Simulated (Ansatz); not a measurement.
# Run report: CH8N2Si, molecular dynamics (part 2 of 2)

The same run, continued: CH8N2Si, SMILES C[SiH](N)N; RKS PBE/def2-SVP (Ansatz 0.2.0). The geometry comes from this level: PBE0-D4/def2-TZVP.

Geometry of the input (Å):
```
C  -0.8164  1.2604  -0.4646
Si -0.1423  -0.2860  0.3375
N  1.3394  -0.1486  1.1878
N  0.1238  -1.3990  -0.9421
H  -0.1144  1.6619  -1.2003
H  -0.9985  2.0319  0.2878
H  -1.7656  1.0649  -0.9728
H  -1.1067  -0.7134  1.3978
H  2.1896  0.1341  0.7289
H  1.3516  0.0611  2.1712
H  -0.4783  -1.4072  -1.7485
H  0.4948  -2.3150  -0.7489
```

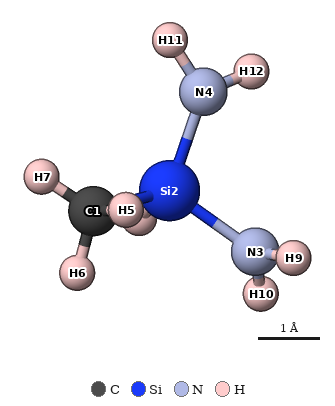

Fig. 1: The geometry at step 13 of the log (ball-and-stick view, seen at a tilt; atoms are numbered from 1 in the order of the input).

**Trajectory as extended XYZ, continued**
```
12
Properties=species:S:1:pos:R:3:forces:R:3 step=6 time_fs=6.0 energy=-12011.22416 temperature=180.6
C    -0.8299    1.2641   -0.4771   -0.0784   0.5025   0.4327
Si   -0.1415   -0.2787    0.3338   -1.2995  -0.7182   0.1059
N     1.3245   -0.1433    1.1813    1.3545   0.2627   1.3893
N     0.1184   -1.4234   -0.9634    0.9896   0.1559   1.8399
H     0.0584    1.6479   -1.0856   -1.2267  -0.1125  -0.0031
H    -0.9193    1.9614    0.4186   -0.2733  -0.2194  -0.8705
H    -1.8570    1.1156   -1.0022    1.5777   0.4606   0.4608
H    -1.0308   -0.6917    1.5460    0.0762   0.0985  -0.6258
H     2.2023    0.1937    0.8104    0.3991   0.1136  -0.7021
H     1.4246   -0.0318    2.2039   -0.6175  -0.1956  -0.4069
H    -0.5050   -1.3942   -1.7611    0.0055  -0.8079  -0.2961
H     0.6185   -2.2642   -0.5750   -0.9070   0.4596  -1.3240
12
Properties=species:S:1:pos:R:3:forces:R:3 step=7 time_fs=7.0 energy=-12011.15625 temperature=132.2
C    -0.8299    1.2648   -0.4765   -0.3099   0.6500   0.2681
Si   -0.1429   -0.2781    0.3332   -1.1620  -0.7879   0.1063
N     1.3274   -0.1411    1.1824    0.2890  -0.1260   1.2119
N     0.1183   -1.4266   -0.9651    1.1133   0.4948   2.1746
H     0.0723    1.6503   -1.0810   -1.4174  -0.1674   0.1077
H    -0.9152    1.9569    0.4340   -0.2793  -0.3033  -1.0581
H    -1.8760    1.1292   -1.0198    2.0315   0.4820   0.7300
H    -1.0163   -0.6853    1.5559    0.0180   0.0726  -0.6333
H     2.1841    0.1955    0.8182    1.3051   0.4670  -1.0580
H     1.4196   -0.0531    2.1972   -0.5576  -0.1409   0.0195
H    -0.4960   -1.4166   -1.7551   -0.3506  -0.7505  -0.7249
H     0.6188   -2.2535   -0.5798   -0.6800   0.1095  -1.1438
12
Properties=species:S:1:pos:R:3:forces:R:3 step=8 time_fs=8.0 energy=-12011.19140 temperature=159.0
C    -0.8302    1.2660   -0.4756   -0.3778   0.6335   0.2055
Si   -0.1446   -0.2777    0.3327   -0.9690  -0.8077   0.0693
N     1.3306   -0.1390    1.1844   -0.1709  -0.2711   0.6544
N     0.1189   -1.4294   -0.9652    0.7544   1.0768   1.9137
H     0.0727    1.6512   -1.0753   -1.3644  -0.1407   0.0924
H    -0.9137    1.9494    0.4393   -0.2870  -0.2444  -1.0319
H    -1.8757    1.1475   -1.0304    2.0768   0.4242   0.8057
H    -1.0016   -0.6781    1.5599   -0.0716   0.0298  -0.5791
H     2.1784    0.2017    0.8159    1.5235   0.5649  -1.0682
H     1.4093   -0.0756    2.1907   -0.4396  -0.0805   0.4870
H    -0.4905   -1.4462   -1.7560   -0.4406  -0.6531  -0.7816
H     0.6125   -2.2416   -0.5956   -0.2338  -0.5317  -0.7672
12
Properties=species:S:1:pos:R:3:forces:R:3 step=9 time_fs=9.0 energy=-12011.32302 temperature=255.8
C    -0.8308    1.2677   -0.4746   -0.2937   0.4438   0.2468
Si   -0.1467   -0.2777    0.3322   -0.7378  -0.7828  -0.0053
N     1.3336   -0.1370    1.1869    0.1686  -0.0761  -0.1145
N     0.1200   -1.4314   -0.9641    0.0236   1.6491   1.1238
H     0.0601    1.6507   -1.0688   -1.0669  -0.0327  -0.0445
H    -0.9150    1.9395    0.4347   -0.2950  -0.0515  -0.7929
H    -1.8554    1.1698   -1.0333    1.7234   0.3048   0.6822
H    -0.9876   -0.6707    1.5582   -0.1866  -0.0268  -0.4664
H     2.1872    0.2134    0.8033    0.8996   0.3232  -0.6541
H     1.3948   -0.0990    2.1888   -0.2898  -0.0277   0.7559
H    -0.4891   -1.4820   -1.7643   -0.2291  -0.4881  -0.4130
H     0.6040   -2.2349   -0.6187    0.2838  -1.2353  -0.3181
12
Properties=species:S:1:pos:R:3:forces:R:3 step=10 time_fs=10.0 energy=-12011.45424 temperature=352.7
C    -0.8317    1.2698   -0.4734    0.0132   0.0989   0.4486
Si   -0.1490   -0.2778    0.3317   -0.4792  -0.7224  -0.1031
N     1.3367   -0.1351    1.1892    0.8331   0.2718  -0.6959
N     0.1212   -1.4324   -0.9622   -0.6229   1.7473   0.2365
H     0.0372    1.6499   -1.0627   -0.5491   0.1498  -0.2874
H    -0.9192    1.9292    0.4225   -0.3018   0.2512  -0.3718
H    -1.8187    1.1951   -1.0296    0.9244   0.1374   0.3190
H    -0.9754   -0.6636    1.5521   -0.3171  -0.0919  -0.3068
H     2.2047    0.2281    0.7845   -0.0664  -0.0736  -0.0364
H     1.3775   -0.1226    2.1942   -0.1325   0.0209   0.6455
H    -0.4899   -1.5225   -1.7766    0.1097  -0.2399   0.1571
H     0.5982   -2.2400   -0.6448    0.5886  -1.5495  -0.0052
12
Properties=species:S:1:pos:R:3:forces:R:3 step=11 time_fs=11.0 energy=-12011.49341 temperature=381.4
C    -0.8325    1.2720   -0.4718    0.6261  -0.3314   0.8683
Si   -0.1515   -0.2783    0.3312   -0.2032  -0.6393  -0.1976
N     1.3404   -0.1331    1.1911    1.2860   0.5380  -0.8602
N     0.1219   -1.4321   -0.9601   -0.7855   1.0658  -0.3614
H     0.0091    1.6506   -1.0594    0.0971   0.3754  -0.5820
H    -0.9262    1.9213    0.4067   -0.3036   0.6022   0.1407
H    -1.7731    1.2216   -1.0229   -0.3146  -0.0515  -0.3047
H    -0.9663   -0.6573    1.5431   -0.4487  -0.1579  -0.1229
H     2.2215    0.2422    0.7653   -0.8329  -0.4042   0.5113
H     1.3590   -0.1461    2.2058    0.0235   0.0800   0.1928
H    -0.4897   -1.5653   -1.7875    0.3698   0.0625   0.6484
H     0.5981   -2.2599   -0.6710    0.4860  -1.1396   0.0673
12
Properties=species:S:1:pos:R:3:forces:R:3 step=12 time_fs=12.0 energy=-12011.42070 temperature=330.2
C    -0.8328    1.2739   -0.4696    1.4112  -0.7002   1.3967
Si   -0.1541   -0.2789    0.3306    0.0773  -0.5530  -0.2581
N     1.3450   -0.1306    1.1924    1.3015   0.6158  -0.7015
N     0.1221   -1.4311   -0.9583   -0.4934  -0.1355  -0.6247
H    -0.0181    1.6548   -1.0616    0.6781   0.5691  -0.8092
H    -0.9361    1.9191    0.3923   -0.2915   0.8892   0.5775
H    -1.7305    1.2477   -1.0192   -1.6773  -0.2132  -1.0336
H    -0.9614   -0.6525    1.5329   -0.5621  -0.2152   0.0530
H     2.2304    0.2524    0.7510   -1.1760  -0.5667   0.8478
H     1.3407   -0.1687    2.2192    0.1775   0.1557  -0.3719
H    -0.4859   -1.6075   -1.7921    0.4454   0.3627   0.9005
H     0.6026   -2.2907   -0.6966    0.1092  -0.2088   0.0235
12
Properties=species:S:1:pos:R:3:forces:R:3 step=13 time_fs=13.0 energy=-12011.33604 temperature=270.7
C    -0.8320    1.2752   -0.4662    1.8335  -0.7979   1.6147
Si   -0.1567   -0.2798    0.3299    0.3475  -0.4890  -0.2584
N     1.3505   -0.1277    1.1932    0.8566   0.4939  -0.4199
N     0.1219   -1.4302   -0.9569   -0.0180  -1.2925  -0.6622
H    -0.0388    1.6645   -1.0716    0.9613   0.6298  -0.8187
H    -0.9488    1.9255    0.3835   -0.2516   0.9814   0.7532
H    -1.7040    1.2717   -1.0253   -2.4159  -0.3130  -1.4198
H    -0.9619   -0.6498    1.5232   -0.6351  -0.2537   0.1843
H     2.2280    0.2571    0.7448   -1.0639  -0.5373   0.9302
H     1.3240   -0.1899    2.2290    0.3214   0.2350  -0.8042
H    -0.4779   -1.6463   -1.7881    0.3180   0.6055   0.8684
H     0.6082   -2.3235   -0.7219   -0.2539   0.7377   0.0324
12
Properties=species:S:1:pos:R:3:forces:R:3 step=14 time_fs=14.0 energy=-12011.34576 temperature=274.5
C    -0.8297    1.2759   -0.4615    1.4516  -0.4595   1.1459
Si   -0.1591   -0.2808    0.3292    0.5888  -0.4682  -0.1873
N     1.3566   -0.1245    1.1938   -0.0112   0.1903  -0.1464
N     0.1217   -1.4301   -0.9559    0.4445  -2.0205  -0.5284
H    -0.0504    1.6802   -1.0894    0.8452   0.5005  -0.5400
H    -0.9639    1.9412    0.3818   -0.1721   0.8126   0.5902
H    -1.7006    1.2928   -1.0450   -2.0042  -0.3831  -1.0845
H    -0.9685   -0.6495    1.5153   -0.6482  -0.2651   0.2416
H     2.2154    0.2567    0.7476   -0.5117  -0.3127   0.7471
H     1.3105   -0.2088    2.2311    0.4384   0.2950  -0.9561
H    -0.4668   -1.6792   -1.7757    0.0093   0.7518   0.5695
H     0.6113   -2.3493   -0.7469   -0.4305   1.3589   0.1485
12
Properties=species:S:1:pos:R:3:forces:R:3 step=15 time_fs=15.0 energy=-12011.38650 temperature=300.2
C    -0.8263    1.2763   -0.4559    0.5633   0.2632   0.1994
Si   -0.1613   -0.2819    0.3284    0.7795  -0.4927  -0.0565
N     1.3627   -0.1212    1.1942   -1.1856  -0.2438   0.0351
N     0.1219   -1.4315   -0.9553    0.7986  -2.1963  -0.2606
H    -0.0538    1.7008   -1.1124    0.4517   0.2230  -0.0589
H    -0.9807    1.9647    0.3858   -0.0552   0.4351   0.1841
H    -1.7163    1.3101   -1.0750   -0.8574  -0.4682  -0.2435
H    -0.9813   -0.6518    1.5097   -0.5912  -0.2466   0.2139
H     2.1979    0.2533    0.7575    0.3910   0.0766   0.3340
H     1.3011   -0.2249    2.2241    0.5102   0.3134  -0.7715
H    -0.4556   -1.7049   -1.7580   -0.4239   0.7910   0.0795
H     0.6103   -2.3620   -0.7705   -0.3809   1.5453   0.3450
12
Properties=species:S:1:pos:R:3:forces:R:3 step=16 time_fs=16.0 energy=-12011.34969 temperature=273.4
C    -0.8224    1.2768   -0.4501   -0.2728   1.1063  -0.7275
Si   -0.1632   -0.2833    0.3275    0.9014  -0.5429   0.1049
N     1.3679   -0.1180    1.1946   -2.3157  -0.6540  -0.0233
N     0.1226   -1.4344   -0.9549    0.9412  -1.8443   0.0210
H    -0.0529    1.7234   -1.1360    0.0060  -0.0966   0.4491
H    -0.9980    1.9924    0.3915    0.0785  -0.0173  -0.2748
H    -1.7403    1.3230   -1.1074    0.2687  -0.5572   0.5997
H    -0.9998   -0.6564    1.5061   -0.4691  -0.2016   0.1136
H     2.1842    0.2507    0.7706    1.3163   0.4898  -0.1374
H     1.2967   -0.2380    2.2097    0.5256   0.2760  -0.2682
H    -0.4485   -1.7231   -1.7394   -0.8632   0.7571  -0.4352
H     0.6057   -2.3600   -0.7908   -0.1170   1.2847   0.5779
12
Properties=species:S:1:pos:R:3:forces:R:3 step=17 time_fs=17.0 energy=-12011.25988 temperature=209.0
C    -0.8187    1.2782   -0.4449   -0.8308   1.8003  -1.3733
Si   -0.1649   -0.2848    0.3267    0.9485  -0.5874   0.2646
N     1.3716   -0.1153    1.1951   -2.8189  -0.7851  -0.4958
N     0.1239   -1.4385   -0.9545    0.7310  -1.0783   0.1106
H    -0.0519    1.7451   -1.1552   -0.3265  -0.3642   0.8412
H    -1.0145    2.0200    0.3946    0.2009  -0.4143  -0.6278
H    -1.7617    1.3306   -1.1341    1.0188  -0.6207   1.1763
H    -1.0227   -0.6630    1.5036   -0.3011  -0.1394  -0.0298
H     2.1830    0.2527    0.7823    1.6881   0.6666  -0.3590
H     1.2972   -0.2485    2.1928    0.4915   0.1885   0.4231
H    -0.4497   -1.7340   -1.7251   -1.1271   0.7243  -0.7327
H     0.5999   -2.3456   -0.8056    0.3256   0.6097   0.8027
12
Properties=species:S:1:pos:R:3:forces:R:3 step=18 time_fs=18.0 energy=-12011.20937 temperature=171.8
C    -0.8157    1.2811   -0.4408   -1.1313   2.1901  -1.7135
Si   -0.1662   -0.2865    0.3260    0.9288  -0.5957   0.3977
N     1.3733   -0.1131    1.1951   -2.4025  -0.5297  -1.2366
N     0.1257   -1.4434   -0.9540    0.1246  -0.1281  -0.1245
H    -0.0541    1.7634   -1.1664   -0.4804  -0.5292   1.0499
H    -1.0291    2.0435    0.3917    0.2884  -0.6758  -0.7974
H    -1.7734    1.3322   -1.1495    1.3764  -0.6473   1.4565
H    -1.0485   -0.6709    1.5009   -0.1137  -0.0714  -0.1814
H     2.1981    0.2611    0.7907    1.1939   0.4610  -0.1783
H     1.3025   -0.2571    2.1798    0.4386   0.0916   1.0024
H    -0.4616   -1.7380   -1.7177   -1.0644   0.7442  -0.6414
H     0.5973   -2.3255   -0.8127    0.8417  -0.3097   0.9667
12
Properties=species:S:1:pos:R:3:forces:R:3 step=19 time_fs=19.0 energy=-12011.24142 temperature=196.3
C    -0.8136    1.2857   -0.4381   -1.2266   2.2143  -1.7815
Si   -0.1672   -0.2885    0.3254    0.8607  -0.5485   0.4894
N     1.3734   -0.1112    1.1944   -1.4517  -0.1085  -1.6854
N     0.1276   -1.4484   -0.9536   -0.6308   0.6029  -0.5714
H    -0.0608    1.7765   -1.1676   -0.4446  -0.5715   1.0556
H    -1.0410    2.0606    0.3812    0.3252  -0.7643  -0.7630
H    -1.7719    1.3276   -1.1510    1.4001  -0.6393   1.4747
H    -1.0755   -0.6794    1.4964    0.0677  -0.0077  -0.3116
H     2.2245    0.2740    0.7973    0.1928   0.0334   0.1993
H     1.3120   -0.2649    2.1765    0.3974   0.0488   1.1104
H    -0.4837   -1.7349   -1.7165   -0.6830   0.7816  -0.2190
H     0.6027   -2.3083   -0.8105    1.1926  -1.0411   1.0025
12
Properties=species:S:1:pos:R:3:forces:R:3 step=20 time_fs=20.0 energy=-12011.34848 temperature=276.1
C    -0.8125    1.2922   -0.4368   -1.1173   1.8603  -1.5788
Si   -0.1679   -0.2906    0.3250    0.7674  -0.4425   0.5333
N     1.3724   -0.1095    1.1925   -0.5332   0.1932  -1.4631
N     0.1291   -1.4530   -0.9536   -1.0891   0.7039  -0.9363
H    -0.0718    1.7842   -1.1586   -0.2234  -0.4836   0.8551
H    -1.0497    2.0704    0.3634    0.3011  -0.6657  -0.5280
H    -1.7570    1.3169   -1.1383    1.1044  -0.6051   1.2376
H    -1.1017   -0.6881    1.4889    0.2240   0.0442  -0.4009
H     2.2528    0.2871    0.8058   -0.7417  -0.3569   0.4868
H     1.3253   -0.2722    2.1838    0.3601   0.0896   0.6487
H    -0.5124   -1.7243   -1.7174   -0.1507   0.7526   0.2964
H     0.6195   -2.3010   -0.7988    1.0984  -1.0901   0.8492
```

**Summary**

| quantity | value |
| --- | --- |
| outcome | finished |
| mean temperature over the second half | 276 K |
| trajectory | 20 steps, 20 fs |
| ensemble | nve |
| temperature in the input | 500 K |
| time step | 1 fs |
| potential energy (last step) | −12011.3485 eV |
| SCF solution under orbital rotations (last step) | stable |
| largest force (length of the vector) (last step) | 2.684 eV/Å |
| dipole moment (last step) | 0.75 D |
| hardware | 4 threads of Arm Neoverse V2, 23 GiB of memory available, shared host |
| wall time | 19 s (CPU time 68 s) |
| peak memory | 0.43 GiB |

**Remarks**

So short a trajectory is not equilibrated.
